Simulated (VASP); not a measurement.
# LiRe: structure and properties in VASP, part 2 of 3

Wanted: the relaxed cell of LiRe and its properties. The cell is invented: it takes the structure of COD entry 1539571, LiPd (space group 221 there), with some of its atoms replaced by other elements, volume scaled by an estimate. It may not be a known or stable phase.

VASP 6.6.1; vdW-DF2; plane waves and PAW (Re, Li_sv); invented cell.

Still holding for the runs below: The k-mesh is coarse for a metal.

So far. Step 2 (Rough relaxation of the start cell): It ends with forces that vanish by symmetry and a pressure of 0.23 GPa. The relaxed cell has a = 2.983 Å (conventional setting).

## (3) Full relaxation (vdW-DF2)

Properties are meant for the cell that this level of theory prefers, so cell and atoms are relaxed first (ISIF = 3) until forces and stress are small; EDIFFG sets the threshold.

Contents of INCAR:

```
SYSTEM = LiRe
PREC = Accurate
ENCUT = 650
EDIFF = 1E-06
NELM = 100
ISMEAR = -1
SIGMA = 0.05
LREAL = .FALSE.
ALGO = Normal
GGA = ML
AGGAC = 0
LUSE_VDW = .TRUE.
ZAB_VDW = -1.8867
LASPH = .TRUE.
NBANDS = 11
LORBIT = 11
LWAVE = .FALSE.
LCHARG = .FALSE.
IBRION = 2
NSW = 60
ISIF = 3
EDIFFG = -0.01
```

Contents of POSCAR:

```
LiRe
1.0
    2.9830435259      0.0000000000      0.0000000000
    0.0000000000      2.9830435259      0.0000000000
    0.0000000000      0.0000000000      2.9830435259
Re Li
1 1
Direct
    0.5000000000      0.5000000000      0.5000000000
    0.0000000000      0.0000000000      0.0000000000
```

Contents of KPOINTS:

```
Automatic mesh
0
Gamma
8 8 8
0 0 0
```

Potentials, in the order of the species: Re and Li_sv (PBE family, release 64).

Started as:

```
> mpirun -np 1 vasp_std
```

What it wrote:

```text
[banner, memory and clock lines left out]
running    1 mpi-ranks, on    1 nodes
 distrk:  each k-point on    1 cores,    1 groups
 distr:  one band on    1 cores,    1 groups

 POSCAR found type information on POSCAR ReLi
 POSCAR found :  2 types and       2 ions
 [... a notice as in an earlier step ...]

 [... a notice as in an earlier step ...]

 LDA part: xc-table for (Slater+PW92), standard interpolation
 POSCAR, INCAR and KPOINTS ok, starting setup
 FFT: planning ... GRIDC
 FFT: planning ... GRID_SOFT
 FFT: planning ... GRID
 WAVECAR not read
 entering main loop
       N       E                     dE             d eps       ncg     rms          rms(c)
DAV:   1     0.221526604024E+02    0.22153E+02   -0.48447E+03  1260   0.125E+03
DAV:   2    -0.783585877867E+01   -0.29989E+02   -0.28484E+02  1236   0.219E+02
DAV:   3    -0.924025863977E+01   -0.14044E+01   -0.13774E+01  1334   0.353E+01
DAV:   4    -0.930276956868E+01   -0.62511E-01   -0.62004E-01  1080   0.533E+00
DAV:   5    -0.930634106562E+01   -0.35715E-02   -0.35654E-02  1317   0.115E+00    0.310E+01
DAV:   6    -0.814436084775E+01    0.11620E+01   -0.33906E+00  1257   0.389E+01    0.619E+00
DAV:   7    -0.809239951612E+01    0.51961E-01   -0.17250E-01  1260   0.917E+00    0.781E-01
DAV:   8    -0.808526822763E+01    0.71313E-02   -0.72312E-03  1066   0.171E+00    0.449E-01
DAV:   9    -0.808536632556E+01   -0.98098E-04   -0.41678E-04  1088   0.165E-01    0.263E-01
DAV:  10    -0.808550238486E+01   -0.13606E-03   -0.30152E-04  1082   0.266E-01    0.192E-02
DAV:  11    -0.808550253813E+01   -0.15327E-06   -0.24747E-05  1095   0.550E-02    0.842E-03
DAV:  12    -0.808550301042E+01   -0.47230E-06   -0.45292E-07   706   0.755E-03
   1 F= -.80855030E+01 E0= -.80741298E+01  d E =-.808550E+01
 curvature:   0.00 expect dE= 0.000E+00 dE for cont linesearch  0.000E+00
 trial: gam= 0.00000 g(F)=  0.000E+00 g(S)=  0.720E-03 ort = 0.000E+00 (trialstep = 0.100E+01)
 search vector abs. value=  0.720E-03
 bond charge predicted
       N       E                     dE             d eps       ncg     rms          rms(c)
DAV:   1    -0.808734338879E+01   -0.18409E-02   -0.10917E-01   844   0.151E+01    0.846E-01
DAV:   2    -0.808582330221E+01    0.15201E-02   -0.68138E-03  1257   0.174E+00    0.122E-01
DAV:   3    -0.808569947996E+01    0.12382E-03   -0.29951E-04  1291   0.419E-01    0.967E-02
DAV:   4    -0.808568411134E+01    0.15369E-04   -0.46424E-05  1118   0.942E-02    0.378E-02
DAV:   5    -0.808569400459E+01   -0.98933E-05   -0.77886E-05  1263   0.128E-01    0.232E-02
DAV:   6    -0.808568742964E+01    0.65749E-05   -0.79373E-06  1172   0.625E-02    0.216E-03
DAV:   7    -0.808568761993E+01   -0.19029E-06   -0.27610E-06   880   0.118E-02
   2 F= -.80856876E+01 E0= -.80743952E+01  d E =-.184610E-03
 trial-energy change:   -0.000185  1 .order   -0.000166   -0.000720    0.000388
 step:   0.6719(harm=  0.6499)  dis= 0.00000  next Energy=    -8.085751 (dE=-0.248E-03)
 bond charge predicted
       N       E                     dE             d eps       ncg     rms          rms(c)
DAV:   1    -0.808593337317E+01   -0.24594E-03   -0.11475E-02   856   0.485E+00    0.274E-01
DAV:   2    -0.808576647840E+01    0.16689E-03   -0.74170E-04  1257   0.577E-01    0.392E-02
DAV:   3    -0.808575234123E+01    0.14137E-04   -0.29273E-05  1270   0.130E-01    0.306E-02
DAV:   4    -0.808574937508E+01    0.29662E-05   -0.55764E-06  1164   0.326E-02    0.125E-02
DAV:   5    -0.808574999111E+01   -0.61604E-06   -0.65730E-06  1055   0.359E-02
   3 F= -.80857500E+01 E0= -.80744343E+01  d E =-.246981E-03
 curvature:  -0.32 expect dE=-0.765E-07 dE for cont linesearch -0.765E-07
 trial: gam=-0.01779 g(F)=  0.653E-67 g(S)=  0.237E-06 ort = 0.131E-04 (trialstep = 0.934E+00)
 search vector abs. value=  0.178E-09
 reached required accuracy - stopping structural energy minimisation
```

Wall time 82 s (1 MPI rank of Intel Xeon Platinum 8488C (Sapphire Rapids), shared host); peak memory 0.34 GiB.

Parts of OUTCAR (step 3):

```text
  LATTYP: Found a simple cubic cell.
 ALAT       =     2.9830435259

The static configuration has the point symmetry O_h .

 Found     35 irreducible k-points:

   k-points           NKPTS =     35   k-points in BZ     NKDIM =     35   number of bands    NBANDS=     11

   dimension x,y,z NGX =    28 NGY =   28 NGZ =   28
   dimension x,y,z NGXF=    56 NGYF=   56 NGZF=   56

   ENCUT  =  650.0 eV  47.77 Ry    6.91 a.u.   6.20  6.20  6.20*2*pi/ulx,y,z

   NELECT =      10.0000    total number of electrons

 E-fermi :   5.1496

 k-point     1 :       0.0000    0.0000    0.0000
  band No.  band energies     occupation
      1     -40.6579      2.00000
      2      -1.8039      2.00000
      3       1.9676      2.00000
      4       1.9676      2.00000
      5       6.8274      0.00000
      6       6.8274      0.00000
      7       6.8274      0.00000
      8      13.4710      0.00000
      9      13.4710      0.00000
    ...

 k-point     2 :       0.1250    0.0000    0.0000
  band No.  band energies     occupation
      1     -40.6559      2.00000
      2      -1.5341      2.00000
      3       2.0513      2.00000
      4       2.1970      2.00000
      5       6.3897      0.00000
      6       6.3897      0.00000
      7       6.8589      0.00000
      8      12.7187      0.00000
      9      14.1739      0.00000
    ...

Total vdW correction in eV:      1.7286693

  Total       -0.0018079     -0.0018079     -0.0018079      0.0000000      0.0000000     -0.0000000
  in kB       -0.1096531     -0.1096531     -0.1096531      0.0000000      0.0000000     -0.0000000
  external PRESSURE =      -0.1096531 kB  Pullay stress =       0.0000000 kB

  energy-cutoff  :      650.00
  volume of cell :       26.42
      direct lattice vectors                 reciprocal lattice vectors
     2.978219554 -0.000000000 -0.000000000     0.335771081  0.000000000 -0.000000000
    -0.000000000  2.978219554  0.000000000     0.000000000  0.335771081 -0.000000000
     0.000000000  0.000000000  2.978219554     0.000000000  0.000000000  0.335771081

 POSITION                                       TOTAL-FORCE (eV/Angst)
 -----------------------------------------------------------------------------------
      1.48911      1.48911      1.48911        -0.000000      0.000000      0.000000
      0.00000      0.00000      0.00000         0.000000     -0.000000      0.000000
 -----------------------------------------------------------------------------------
    total drift:                                0.000000      0.000000      0.000000

  FREE ENERGIE OF THE ION-ELECTRON SYSTEM (eV)
  ---------------------------------------------------
  free  energy   TOTEN  =        -8.0857499911 eV

  energy  without entropy=       -8.0631185792  energy(sigma->0) =       -8.07443429

Total vdW correction in eV:      1.7286925

 total charge
# of ion       s       p       d       tot
------------------------------------------
    1        0.592   0.364   4.883   5.840
    2        2.068   0.159   0.000   2.227
--------------------------------------------------
tot          2.660   0.523   4.883   8.067

[... 2 parts as in an earlier step ...]

[... 7 further parts left out ...]
```

The steps of the relaxation:

```
step  energy less that of the first step (eV)  largest force (eV/Å)  pressure (GPa)  volume (Å³)
   1                                   0.0000                0.0000           -0.60        26.54
   2                                  -0.0002                0.0000            0.33        26.35
   3                                  -0.0002                0.0000           -0.01        26.42
```

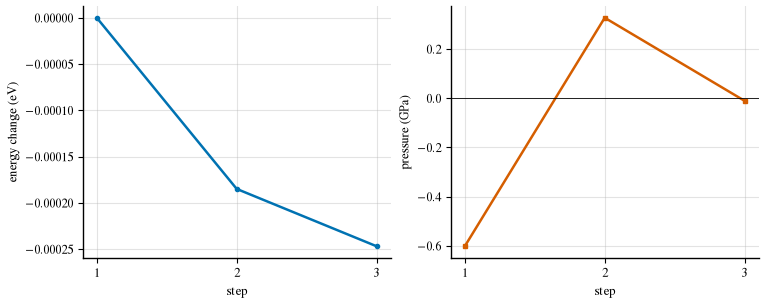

Energy and pressure along the relaxation.

```
conventional cell, symmetrised  before  after  change
                         a (Å)   2.983  2.978  -0.2 %
                         b (Å)   2.983  2.978  -0.2 %
                         c (Å)   2.983  2.978  -0.2 %
              volume (Å³/atom)   13.27  13.21  -0.5 %
```

The relaxed structure:

```xyz
2
Lattice="2.9782 0.0000 0.0000 0.0000 2.9782 0.0000 0.0000 0.0000 2.9782" Properties=species:S:1:pos:R:3 pbc="T T T"
Re    1.4891    1.4891    1.4891
Li    0.0000    0.0000    0.0000
```

Numbers from this step:

| Quantity | Value |
| --- | --- |
| irreducible k-points | 35 |
| free energy (TOTEN) | -8.086 eV |
| energy at zero smearing | -8.074 eV |
| Fermi energy | 5.150 eV |
| pressure | -0.01097 GPa |
| SCF cycles over all ionic steps | 24 |

It ends with forces that vanish by symmetry and a pressure of -0.01 GPa.

## (4) Single point with fields (vdW-DF2)

A single point on the relaxed cell gives a clean self-consistent state, with density, ELF and potential written out.

Edit INCAR of step 3 so:

```diff
@@ -17,6 +17,5 @@
 LWAVE = .FALSE.
-LCHARG = .FALSE.
-IBRION = 2
-NSW = 60
-ISIF = 3
-EDIFFG = -0.01
+LCHARG = .TRUE.
+ISIF = 2
+LELF = .TRUE.
+LVHAR = .TRUE.
```

Contents of POSCAR:

```
LiRe
1.0
    2.9782195540      0.0000000000      0.0000000000
    0.0000000000      2.9782195540      0.0000000000
    0.0000000000      0.0000000000      2.9782195540
Re Li
1 1
Direct
    0.5000000000      0.5000000000      0.5000000000
    0.0000000000      0.0000000000      0.0000000000
```

KPOINTS is that of step 3.

Started as:

```
> mpirun -np 1 vasp_std
```

What it wrote:

```text
[... set-up lines as in an earlier step ...]
 entering main loop
       N       E                     dE             d eps       ncg     rms          rms(c)
DAV:   1     0.225736917781E+02    0.22574E+02   -0.48571E+03  1254   0.123E+03
DAV:   2    -0.779594582804E+01   -0.30370E+02   -0.28695E+02  1227   0.246E+02
DAV:   3    -0.924426905973E+01   -0.14483E+01   -0.14297E+01  1345   0.412E+01
DAV:   4    -0.929882774220E+01   -0.54559E-01   -0.54438E-01  1067   0.494E+00
DAV:   5    -0.930149710734E+01   -0.26694E-02   -0.26646E-02  1280   0.103E+00    0.312E+01
DAV:   6    -0.814570047242E+01    0.11558E+01   -0.33172E+00  1265   0.387E+01    0.632E+00
DAV:   7    -0.809258081722E+01    0.53120E-01   -0.17621E-01  1260   0.932E+00    0.777E-01
DAV:   8    -0.808540368333E+01    0.71771E-02   -0.71593E-03  1050   0.167E+00    0.442E-01
DAV:   9    -0.808550131310E+01   -0.97630E-04   -0.43769E-04  1099   0.167E-01    0.256E-01
DAV:  10    -0.808563343914E+01   -0.13213E-03   -0.29400E-04  1110   0.272E-01    0.195E-02
DAV:  11    -0.808563335490E+01    0.84245E-07   -0.20584E-05  1084   0.510E-02    0.815E-03
DAV:  12    -0.808563365915E+01   -0.30426E-06   -0.35755E-07   695   0.640E-03
   1 F= -.80856337E+01 E0= -.80743143E+01  d E =-.226387E-01
```

Elapsed: 34 s, on 1 MPI rank; peak memory 0.33 GiB.

Parts of OUTCAR (step 4):

```text
  LATTYP: Found a simple cubic cell.
 ALAT       =     2.9782195540

The static configuration has the point symmetry O_h .

 Found     35 irreducible k-points:

   ENCUT  =  650.0 eV  47.77 Ry    6.91 a.u.   6.19  6.19  6.19*2*pi/ulx,y,z

   NELECT =      10.0000    total number of electrons

 E-fermi :   5.1498

 k-point     1 :       0.0000    0.0000    0.0000
  band No.  band energies     occupation
      1     -40.6636      2.00000
      2      -1.8035      2.00000
      3       1.9679      2.00000
      4       1.9679      2.00000
      5       6.8275      0.00000
      6       6.8275      0.00000
      7       6.8275      0.00000
      8      13.4709      0.00000
      9      13.4709      0.00000
    ...

 k-point     2 :       0.1250    0.0000    0.0000
  band No.  band energies     occupation
      1     -40.6616      2.00000
      2      -1.5336      2.00000
      3       2.0517      2.00000
      4       2.1974      2.00000
      5       6.3899      0.00000
      6       6.3899      0.00000
      7       6.8590      0.00000
      8      12.7186      0.00000
      9      14.1738      0.00000
    ...

Total vdW correction in eV:      1.7286718

  Total        0.0046879      0.0046879      0.0046879      0.0000000      0.0000000      0.0000000
  in kB        0.2843262      0.2843262      0.2843262      0.0000000      0.0000000      0.0000000
  external PRESSURE =       0.2843262 kB  Pullay stress =       0.0000000 kB

  energy-cutoff  :      650.00
  volume of cell :       26.42
      direct lattice vectors                 reciprocal lattice vectors
     2.978219554  0.000000000  0.000000000     0.335771081  0.000000000  0.000000000
     0.000000000  2.978219554  0.000000000     0.000000000  0.335771081  0.000000000
     0.000000000  0.000000000  2.978219554     0.000000000  0.000000000  0.335771081

 POSITION                                       TOTAL-FORCE (eV/Angst)
 -----------------------------------------------------------------------------------
      1.48911      1.48911      1.48911         0.000000      0.000000      0.000000
      0.00000      0.00000      0.00000         0.000000      0.000000      0.000000
 -----------------------------------------------------------------------------------
    total drift:                               -0.000000      0.000000      0.000000

  FREE ENERGIE OF THE ION-ELECTRON SYSTEM (eV)
  ---------------------------------------------------
  free  energy   TOTEN  =        -8.0856336592 eV

  energy  without entropy=       -8.0629950069  energy(sigma->0) =       -8.07431433

Total vdW correction in eV:      1.7286921

[... 6 parts as in an earlier step ...]

[... 5 further parts left out ...]
```

This step gave:

```
SCF cycles : 12
pressure   : 0.02843 GPa
```

Valence electrons inside each PAW sphere by angular momentum. Sphere charges, by row:

```
atom  s (e)  p (e)  d (e)  tot (e)
 Re1  0.592  0.364  4.883     5.84
 Li2  2.068  0.159      0    2.227
```

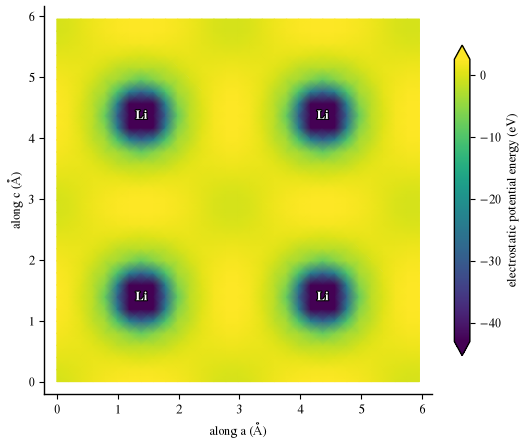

Electrostatic potential energy in the ac plane at fractional y = 0.000, with atoms of Li within 0.2 Å of it. With pseudopotentials it is smooth inside the atoms' cores, unlike the true potential. The map starts off the cell's origin, so that atoms lie inside it.

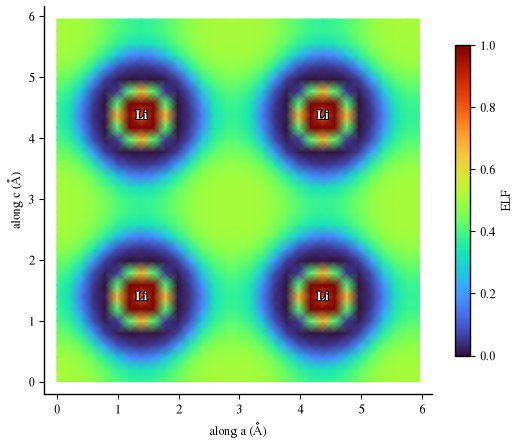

ELF in the ac plane at fractional y = 0.000, with atoms of Li within 0.2 Å of it. It is the smooth field of the valence electrons, not physical close to the nuclei. The map starts off the cell's origin, so that atoms lie inside it.

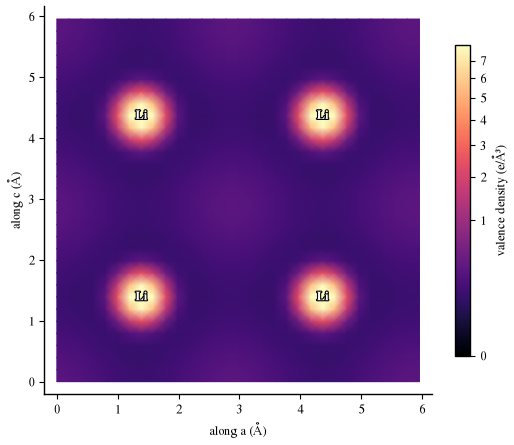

Valence density in the ac plane at fractional y = 0.000, with atoms of Li within 0.2 Å of it. It is the smooth field of the valence electrons, not physical close to the nuclei. The map starts off the cell's origin, so that atoms lie inside it. The colour scale is stretched toward low values.

In this run the pressure is 0.03 GPa, small enough to go on.

(Continued in part 3 of 3.)

[Lines on the potential files, build, host, timing and source positions are cut from VASP's logs without a mark.]

[Logs are printed without paths, hosts, clocks, repeated set-up lines and the standing remarks that a program may print on its own settings, such as how far it seeks lower states.]

[Hosts, paths, dates, database ids (printed as entryN), source tags and the programs' standing remarks are cut or masked in the printed files.]

[A measured line is paired with the nearest computed mode of its activity, which favours agreement.]
